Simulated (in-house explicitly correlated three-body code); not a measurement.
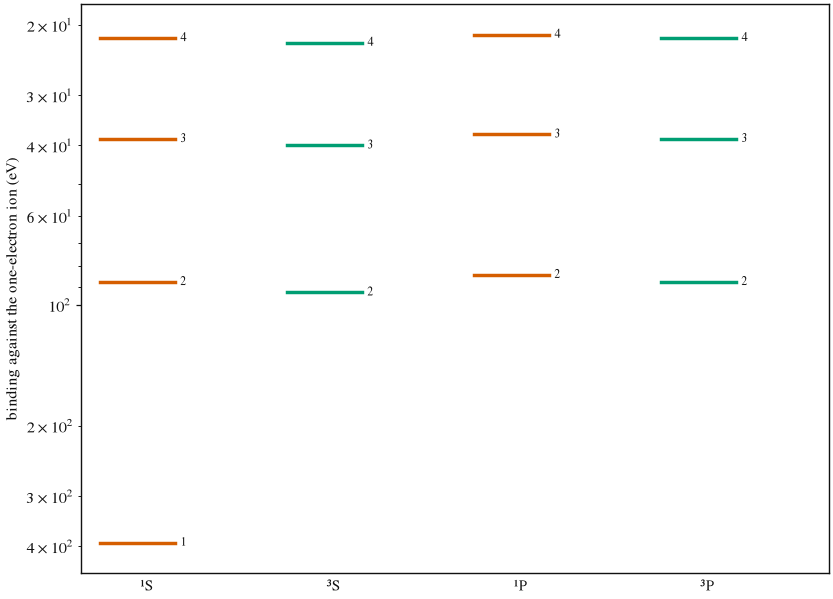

Two electrons around a point charge Z = 6, on a centre of mass 23697.7 electron masses. Computed variationally in 260 exponentially correlated functions with an in-house code, non-relativistic, converged to about 10⁻⁸ of the energy. The plot shows the bound S and P states that converged, by term and principal number n, on a logarithmic scale of binding.

Q: How do singlets and triplets lie?

A: The ground state is bound by 392.0 eV. The n = 2 states drawn run, from the deepest, 2 ³S (93.1 eV), 2 ¹S (87.7 eV), 2 ³P (87.7 eV), 2 ¹P (84.2 eV). Exchange puts 2 ³S below 2 ¹S by 5.41 eV and 2 ³P below 2 ¹P by 3.50 eV.
